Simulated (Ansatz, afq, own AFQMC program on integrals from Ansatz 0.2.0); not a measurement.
# AlBH2+ (doublet): AFQMC on the coupled-cluster ladder, cc-pVQZ, part 2 of 2

Ansatz 0.2.0, Gaussian basis, and an in-house AFQMC program (afq) on its integrals; all values are calculated; cc-pVQZ, frozen cores.

**7. PBE0 (unrestricted)**

in.yaml

```yaml
crystal:
  periodic: [false, false, false]
  atoms:
    - {symbol: B, position_ang: [0.000000, 0.000000, 1.484785]}
    - {symbol: Al, position_ang: [0.000000, 0.000000, -0.755666]}
    - {symbol: H, position_ang: [0.000000, 1.004980, 2.151421]}
    - {symbol: H, position_ang: [0.000000, -1.004980, 2.151421]}
basis:
  gaussian: {orbitals: cc-pVQZ}
total_charge: 1
magnetization: {spin_polarized: true, initial_magnetization: 1}
hamiltonian: {xc: {name: PBE0}}
output: {orbitals: {seedname: orbitals}}
```

The run is started by

```sh
ansatz run in.yaml --threads 1 --pin off --events-out ev --progress --plain --max-ram 5632MiB --backend cpu
```

The program printed:

```text
Functional definition: PBE0
  name "PBE0"
  cite "Adamo & Barone, J. Chem. Phys. 110, 6158 (1999) doi:10.1063/1.478522"
  cite "Perdew, Burke & Ernzerhof, Phys. Rev. Lett. 77, 3865 (1996) doi:10.1103/PhysRevLett.77.3865"
  parent pbe
  parameter a = 0.25
  parameter kappa = 0.804
  parameter beta = 0.06672455060314922
  exchange = (1 - a)*pbe_x(kappa = kappa, mu = beta*pi^2/3) + a*exact_x
  correlation = pbe_c(beta = beta)
619 factors; their error is unknown
mean field evaluation 1: about -7275.7957 eV, gradient 3.9e1 eV
mean field evaluation 2: about -7167.6736 eV, gradient 8.3e1 eV
mean field evaluation 4: about -7291.6811 eV, gradient 4.0e0 eV
mean field evaluation 8: about -7291.8617 eV, gradient 1.3e-1 eV
mean field evaluation 16: about -7275.7957 eV, gradient 3.9e1 eV
mean field -7291.86173902 eV, -267.9709763076 hartree, gradient 7.0e-5 eV, S^2 0.760448; 2 other end points of the search recorded, 0 dependent functions left out
reference -7291.86177286 eV, -267.9709775513 hartree; 10, 9 occupied and 164, 165 virtual orbitals, 619 factors
Total energy: -7291.86177286 eV, -267.9709775513 hartree
```

Wall time 6.5 s (1 thread of AMD EPYC 7R13 (Zen 3), shared host); peak memory 3 GiB.

From the report: ⟨S²⟩ of the determinant 0.760 (pure doublet: 0.75).

**8. B3LYP (unrestricted)**

Changes to in.yaml since step 7:

```diff
@@ -11,3 +11,2 @@
 magnetization: {spin_polarized: true, initial_magnetization: 1}
-hamiltonian: {xc: {name: PBE0}}
-output: {orbitals: {seedname: orbitals}}
+hamiltonian: {xc: {name: B3LYP}}
```

Same command.

The program printed, cut to the lines that bear on the results:

```text
Functional definition: B3LYP
  name "B3LYP"
  cite "Stephens, Devlin, Chabalowski & Frisch, J. Phys. Chem. 98, 11623 (1994) doi:10.1021/j100096a001"
  cite "Becke, Phys. Rev. A 38, 3098 (1988) doi:10.1103/PhysRevA.38.3098"
  cite "Lee, Yang & Parr, Phys. Rev. B 37, 785 (1988) doi:10.1103/PhysRevB.37.785"
  cite "Vosko, Wilk & Nusair, Can. J. Phys. 58, 1200 (1980) doi:10.1139/p80-159"
[...]
609 factors; their error is unknown
[...]
a density is far from that of the atoms, so the factors are made again for it
1029 factors; integrals over basis functions are off by at most 9.3e-4 eV
mean field -7296.93998609 eV, -268.1575984451 hartree, gradient 1.7e-5 eV, S^2 0.757903; 0 other end points of the search recorded, 0 dependent functions left out
reference -7296.94021334 eV, -268.1576067965 hartree; 10, 9 occupied and 164, 165 virtual orbitals, 1029 factors
Total energy: -7296.94021334 eV, -268.1576067965 hartree
```

Wall time 10 s (1 thread of AMD EPYC 7R13 (Zen 3), shared host); peak memory 3 GiB.

From the report: ⟨S²⟩ of the determinant 0.758 (pure doublet: 0.75).

**9. wB97M-V (unrestricted)**

Changes to in.yaml since step 8:

```diff
@@ -11,2 +11,3 @@
 magnetization: {spin_polarized: true, initial_magnetization: 1}
-hamiltonian: {xc: {name: B3LYP}}
+hamiltonian: {xc: {name: wB97M-V}}
+output: {orbitals: {seedname: orbitals}}
```

Same command.

The program printed, cut to the lines that bear on the results:

```text
Functional definition: wB97M-V
  name "wB97M-V"
  cite "Mardirossian & Head-Gordon, J. Chem. Phys. 144, 214110 (2016) doi:10.1063/1.4952647"
  cite "Becke, J. Chem. Phys. 107, 8554 (1997) doi:10.1063/1.475007"
  cite "Vydrov & Van Voorhis, J. Chem. Phys. 133, 244103 (2010) doi:10.1063/1.3521275"
  # Of w^i u^j: cxij and so on, Table III.
[...]
  gx(w, u) = 1 - cx + cx01*u + cx10*w
  gss(w, u) = css00 + css04*u^4 + css10*w + css20*w^2 + css43*w^4*u^3
  gos(w, u) = cos00 + cos10*w + (cos20 + cos21*u)*w^2 + (cos60 + cos61*u)*w^6
[...]
      + integral(e_c_pw_mod_opposite_spin*gos(b97_w_opposite, b97_u_opposite)) + vv10(b, c)
591 factors; their error is unknown
204 factors; integrals over basis functions are off by at most 2.3e-5 eV
[...]
mean field -7295.15364715 eV, -268.0919516999 hartree, gradient 2.0e-5 eV, S^2 0.756401; 2 other end points of the search recorded, 0 dependent functions left out
reference -7295.15369625 eV, -268.0919535042 hartree; 10, 9 occupied and 164, 165 virtual orbitals, 591 factors
Total energy: -7295.15369625 eV, -268.0919535042 hartree
```

Run time: 19 s. Hardware: 1 thread of AMD EPYC 7R13 (Zen 3), shared host; peak memory 3 GiB.

From the report: ⟨S²⟩ of the determinant 0.756 (pure doublet: 0.75).

**10. B2PLYP (unrestricted)**

Changes to in.yaml since step 9:

```diff
@@ -11,3 +11,3 @@
 magnetization: {spin_polarized: true, initial_magnetization: 1}
-hamiltonian: {xc: {name: wB97M-V}}
-output: {orbitals: {seedname: orbitals}}
+hamiltonian: {xc: {name: B2PLYP}}
+correlation: {electrons: outside_noble_gas}
```

Same command.

The program printed, cut to the lines that bear on the results:

```text
Functional definition: B2PLYP
  name "B2PLYP"
  cite "Grimme, J. Chem. Phys. 124, 034108 (2006) doi:10.1063/1.2148954"
  cite "Becke, Phys. Rev. A 38, 3098 (1988) doi:10.1103/PhysRevA.38.3098"
  cite "Lee, Yang & Parr, Phys. Rev. B 37, 785 (1988) doi:10.1103/PhysRevB.37.785"
[...]
1029 factors; integrals over basis functions are off by at most 9.3e-4 eV
[...]
mean field -7291.07212195 eV, -267.9419584153 hartree, gradient 1.0e-6 eV, S^2 0.767710; 1 other end points of the search recorded, 0 dependent functions left out
6 core orbitals not correlated: weight in the atoms' cores, before any rotation towards them, 1.000 or more for the frozen orbitals, at most 0.000 for the correlated occupied ones
reference -7291.07226540 eV, -267.9419636870 hartree; 4, 3 occupied and 164, 165 virtual orbitals, 1029 factors
second order -4.34041461 eV of doubles, -0.00000000 eV of singles
Total energy: -7292.24417734 eV, -267.9850306566 hartree
```

It took 15 s on 1 thread of AMD EPYC 7R13 (Zen 3), shared host; peak memory 3 GiB.

From the report: ⟨S²⟩ of the determinant 0.768 (pure doublet: 0.75).

**11. Phaseless AFQMC, CISD trial on UHF**

It reads the integrals that the CCSD(T) run on this determinant wrote.

The run is started by

```sh
afq ham --method phaseless --trial cisd --walkers 200 --populations 10 --least-time 60 --time-step 0.005 --steps-per-block 50 --equilibration-blocks 28 --max-blocks 4000 --target-error 0.00016 --factor-cut 1e-05 --start spin_pure --seed 4263 --release-times 0.24,0.51,0.99,1.62,2.4 --release-step 0.03 --release-every 3 --taylor-order 6
```

The program printed:

```text
orbitals 168  electrons 4 3  factors 1028 of 1029
reference energy -267.46191937 Eh
CCSD correlation -0.15401862 Eh in 12 cycles, weight of the determinant in the CISD state 0.9035
energy of the start -267.615081 Eh
 block  time / (1/Eh)  mean weight  energy / Eh
     1     0.250  0.9990  -267.614847
     2     0.500  1.0004  -267.615630
     3     0.750  0.9999  -267.616777
     4     1.000  1.0001  -267.617124
     5     1.250  1.0003  -267.618034
     6     1.500  1.0005  -267.619504
     7     1.750  0.9995  -267.619226
     8     2.000  1.0013  -267.618834
     9     2.250  0.9999  -267.620842
    10     2.500  0.9995  -267.621006
    11     2.750  0.9990  -267.623049
    12     3.000  1.0007  -267.621474
    13     3.250  1.0005  -267.619658
    14     3.500  1.0012  -267.620733
    15     3.750  1.0010  -267.622268
    16     4.000  0.9990  -267.622118
    17     4.250  1.0000  -267.622464
    18     4.500  0.9987  -267.622618
    19     4.750  0.9997  -267.620688
    20     5.000  0.9984  -267.623116
    21     5.250  0.9987  -267.622396
    22     5.500  0.9995  -267.622918
    23     5.750  0.9987  -267.621003
    24     6.000  1.0011  -267.620389
    25     6.250  0.9992  -267.621922
    26     6.500  0.9989  -267.621607
    27     6.750  0.9998  -267.620827
    28     7.000  1.0005  -267.620748
    29     7.250  1.0010  -267.619128
    30     7.500  1.0003  -267.620252
    31     7.750  1.0018  -267.622037
    32     8.000  1.0001  -267.619865
    33     8.250  0.9999  -267.619297
    34     8.500  0.9995  -267.620550
    35     8.750  0.9997  -267.620348
    36     9.000  1.0006  -267.618617
    37     9.250  1.0003  -267.619615
    38     9.500  0.9993  -267.619188
    39     9.750  0.9990  -267.619392
    40    10.000  1.0001  -267.620778
    41    10.250  1.0001  -267.621324
    42    10.500  0.9997  -267.621242
    43    10.750  0.9999  -267.620881
    44    11.000  1.0010  -267.620829
    45    11.250  1.0002  -267.621237
    46    11.500  1.0009  -267.621527
    47    11.750  0.9997  -267.619519
    48    12.000  1.0002  -267.620473
    49    12.250  0.9985  -267.621094
    50    12.500  0.9998  -267.620889
    51    12.750  0.9991  -267.619182
    52    13.000  1.0005  -267.619817
    53    13.250  1.0000  -267.620764
    54    13.500  0.9999  -267.621555
    55    13.750  0.9998  -267.620937
    56    14.000  0.9996  -267.622685
    57    14.250  1.0005  -267.623029
    58    14.500  0.9998  -267.620972
    59    14.750  1.0005  -267.620837
    60    15.000  0.9993  -267.620778
    61    15.250  1.0009  -267.620066
    62    15.500  1.0008  -267.620662
    63    15.750  0.9997  -267.620071
    64    16.000  0.9998  -267.619741
    65    16.250  1.0004  -267.620848
    66    16.500  0.9999  -267.622242
    67    16.750  1.0007  -267.621193
    68    17.000  1.0012  -267.621233
    69    17.250  1.0006  -267.621072
    70    17.500  1.0006  -267.621099
    71    17.750  0.9999  -267.620411
    72    18.000  1.0007  -267.621007
    73    18.250  1.0001  -267.620053
    74    18.500  1.0004  -267.620783
    75    18.750  0.9994  -267.621149
    76    19.000  1.0008  -267.620503
    77    19.250  0.9995  -267.619639
    78    19.500  0.9995  -267.620714
error from the spread of 10 populations
released: time / (1/Eh)  energy / Eh  error  mean overlap
  0.24  -267.620835  0.000145  0.9984
  0.51  -267.620965  0.000133  1.0037
  0.99  -267.620849  0.000295  1.0118
  1.62  -267.620680  0.000239  1.0302
  2.40  -267.621424  0.000459  1.0213
energy -267.620623 +/- 0.000144 Eh
```

Run time: 38 s. Hardware: 1 × NVIDIA H100 80GB HBM3 with 2 threads of AMD EPYC 7R13 (Zen 3), shared host; peak host memory 3 GiB.

Energy -7282.3281 ± 0.0039 eV. Caveats: constraint bias not in the error.

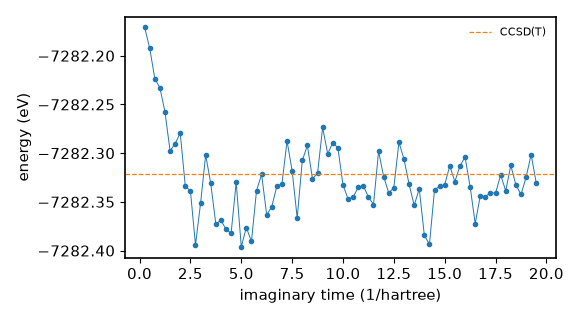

Block energies along the walk.

**12. All levels side by side**

On the UHF determinant, counted from CCSD(T) (a yardstick, not exact):

| level | energy (eV) | from CCSD(T) (meV) | statistical error (meV) | time |
| --- | --- | --- | --- | --- |
| HF | -7278.0096 | +4311.8 |  |  |
| MP2 | -7281.4786 | +842.8 |  |  |
| CCSD | -7282.2007 | +120.7 |  |  |
| CCSD(T) | -7282.3214 | 0.0 |  |  |
| Phaseless AFQMC, CISD trial, step 0.005, 200 walkers | -7282.3281 | -6.7 | 3.9 | 38 s |

The functionals' totals stand on their own zeros and serve differences with other points: PBE -7291.024 eV; r2SCAN -7294.660 eV; PBE0 -7291.862 eV; B3LYP -7296.940 eV; wB97M-V -7295.154 eV; B2PLYP -7292.244 eV.

**13. Results**

What follows sums up all 2 parts.

| quantity | value |
| --- | --- |
| Phaseless AFQMC, CISD trial on UHF from CCSD(T) | -6.7 ± 3.9 meV |

On UHF the phaseless walk with the CISD trial lies -6.7 meV from CCSD(T), within three error bars. Error bars are statistical and leave out the constraint, the time step and what remains of the start.
